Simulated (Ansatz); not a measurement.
**HO2 (hydroperoxy) at RPA@PBE0/def2-TZVPPD**

Aim: the electronic atomisation energy of HO2 (hydroperoxy) at RPA@PBE0/def2-TZVPPD, from 3 runs. 

The calculation is run with Ansatz 0.2.0.

33 further runs of the same task are left out: 33 set aside as unsound or not needed.

## 1. The system as given

HO2: 3 atoms, total charge 0, spin state doublet. SMILES: `[O]O`. The shape is that of a PBE0-D4/def2-TZVP optimisation.

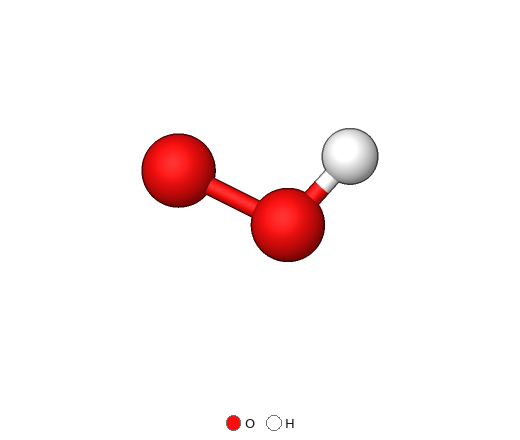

Viewed from a chosen angle; oxygen red, hydrogen white.

## 2. The energy at RPA@PBE0/def2-TZVPPD

Input file job.yaml:

```yaml
crystal:
  periodic: [false, false, false]
  atoms:
    - symbol: O
      position_ang: [-0.355150, 0.941950, -0.088650]
    - symbol: O
      position_ang: [-0.244540, -0.359400, -0.172440]
    - symbol: H
      position_ang: [0.599690, -0.582550, 0.261090]
basis:
  gaussian:
    orbitals: def2-TZVPPD.json
magnetization:
  spin_polarized: true
  initial_magnetization: 1
hamiltonian:
  xc: {name: PBE0}
correlation:
  method: rpa
  frozen_orbitals: {H: 0, O: 1}
accuracy: high
```

The basis set def2-TZVPPD is read from a file made from the Basis Set Exchange's data (not shown).

Run with:

```console
$ ansatz run job.yaml --threads 1 --pin off --max-ram 3480MiB --events-out events.jsonl --progress --plain --runs-dir runs
```

Log:

```text
Warning: RAYON_NUM_THREADS=1 ignored (pool sized by the plan → 1); use --threads N
Functional definition: PBE0
  name "PBE0"
  parameter a = 0.25
  parameter kappa = 0.804
  parameter beta = 0.06672455060314922
  exchange = (1 - a)*pbe_x(kappa = kappa, mu = beta*pi^2/3) + a*exact_x
  correlation = pbe_c(beta = beta)
1482 factors; integrals over basis functions are off by at most 3.7e-9 eV
mean field evaluation 1: about -4102.8007 eV, gradient 1.9e1 eV
mean field evaluation 2: about -4102.8182 eV, gradient 1.9e1 eV
mean field evaluation 4: about -4103.9734 eV, gradient 3.5e0 eV
mean field evaluation 8: about -4104.0198 eV, gradient 3.9e-1 eV
mean field evaluation 16: about -4104.0215 eV, gradient 1.7e-4 eV
mean field evaluation 32: about -4104.0148 eV, gradient 1.2e0 eV
mean field -4104.02145612 eV, -150.8200067069 hartree, gradient 4.6e-8 eV, S^2 0.754504; 2 other end points of the search recorded, 0 dependent functions left out
2 core orbitals not correlated: weight in the atoms' cores, before any rotation towards them, 1.000 or more for the frozen orbitals, at most 0.000 for the correlated occupied ones
reference -4087.90942964 eV, -150.2279006546 hartree; 7, 6 occupied and 88, 89 virtual orbitals, 1482 factors
Total energy: -4105.55995390 eV, -150.8765454572 hartree
```

It took 7.5 s on 1 thread of Arm Neoverse V1, shared host; peak memory 0.3 GiB.

## 3. The H atom

Input file in.yaml:

```yaml
crystal:
  periodic: [false, false, false]
  atoms:
    - {symbol: H, position_ang: [0.000000, 0.000000, 0.000000]}
basis:
  gaussian:
    orbitals: def2-TZVPPD.json
magnetization:
  spin_polarized: true
  initial_magnetization: 1
hamiltonian:
  xc: {name: PBE0}
correlation:
  method: rpa
  frozen_orbitals: {H: 0}
accuracy: high
```

The basis set def2-TZVPPD is read from a file made from the Basis Set Exchange's data (not shown).

Run with:

```console
$ ansatz run in.yaml --threads 1 --pin off --max-ram 3480MiB --events-out events.jsonl --progress --plain --runs-dir runs
```

Log (excerpt; [...] marks lines left out):

```text
Warning: RAYON_NUM_THREADS=1 ignored (pool sized by the plan → 1); use --threads N
[... 7 set-up lines as earlier in the session ...]
117 factors; integrals over basis functions are off by at most 2.6e-9 eV
mean field evaluation 1: about -13.6328 eV, gradient 2.9e-1 eV
mean field evaluation 2: about -13.6327 eV, gradient 2.9e-1 eV
mean field evaluation 4: about -13.6339 eV, gradient 1.5e-2 eV
mean field evaluation 8: about -13.6339 eV, gradient 7.7e-7 eV
mean field -13.63389015 eV, -0.5010362216 hartree, gradient 3.6e-10 eV, S^2 0.750000; 0 other end points of the search recorded, 0 dependent functions left out
reference -13.59507287 eV, -0.4996097130 hartree; 1, 0 occupied and 16, 17 virtual orbitals, 117 factors
Total energy: -14.05427531 eV, -0.5164850914 hartree
```

Run time: 0.18 s. Hardware: 1 thread of Arm Neoverse V1, shared host.

## 4. The O atom

Input file input.yaml:

```yaml
basis:
  gaussian:
    orbitals: def2-TZVPPD.json
crystal:
  periodic: [false, false, false]
  atoms:
    - {symbol: O, position_ang: [0.000000, 0.000000, 0.000000]}
magnetization:
  spin_polarized: true
  initial_magnetization: 2
hamiltonian:
  xc: pbe0
correlation:
  method: rpa
  frozen_orbitals: {O: 1}
accuracy: high
```

The basis set def2-TZVPPD is read from a file made from the Basis Set Exchange's data (not shown).

Run the same way, it converges to -75.05365 Eh (log not shown).

## 5. Outcome

Level: RPA@PBE0/def2-TZVPPD, 2 core orbitals frozen.

```
                                   quantity          value
                     molecule: total energy  -150.87655 Eh
 molecule: RPA correlation energy (valence)     -648.6 mEh
molecule: ⟨S²⟩ of the reference determinant          0.755
                       H atom: total energy    -0.51649 Eh
             H atom: RPA correlation energy      -16.9 mEh
  H atom: ⟨S²⟩ of the reference determinant          0.750
                       O atom: total energy   -75.05365 Eh
   O atom: RPA correlation energy (valence)     -240.9 mEh
  O atom: ⟨S²⟩ of the reference determinant          2.004
              electronic atomisation energy       6.878 eV
```

In words: Taking the molecule apart into free atoms costs 6.88 eV (664 kJ/mol), before zero-point energy and without spin-orbit coupling.
